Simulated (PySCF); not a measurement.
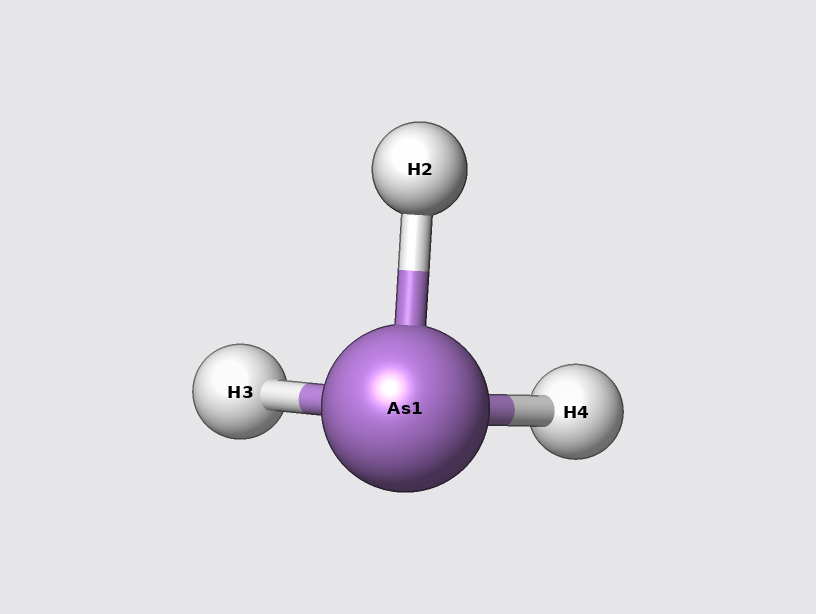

Computed geometry: GFN2-xTB optimisation. No frequency run is at hand to confirm it as a minimum.

Give the bond lengths.

```json
{"bond": "As1–H2", "length (Å)": "1.496", "order": "single"}
{"bond": "As1–H3", "length (Å)": "1.496", "order": "single"}
{"bond": "As1–H4", "length (Å)": "1.496", "order": "single"}
```
